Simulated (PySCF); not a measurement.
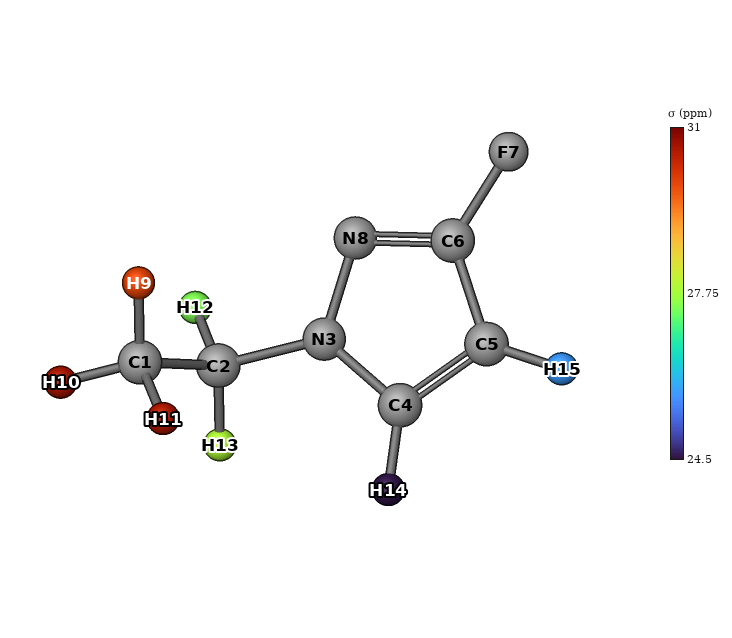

Atoms are coloured by their isotropic NMR shieldings (H only, the others grey). Computed geometry: GFN2-xTB optimisation. No frequency run is at hand to confirm it as a minimum. Properties computed with GIAO PBE0/pcSseg-1 NMR shielding, non-relativistic, gas phase (PySCF 2.14.0).

Give the isotropic NMR shieldings of the H atoms atom by atom.

```json
{"atom": "H9", "σ (ppm)": "29.92"}
{"atom": "H10", "σ (ppm)": "30.57"}
{"atom": "H11", "σ (ppm)": "30.50"}
{"atom": "H12", "σ (ppm)": "27.47"}
{"atom": "H13", "σ (ppm)": "27.86"}
{"atom": "H14", "σ (ppm)": "24.57"}
{"atom": "H15", "σ (ppm)": "25.82"}
```
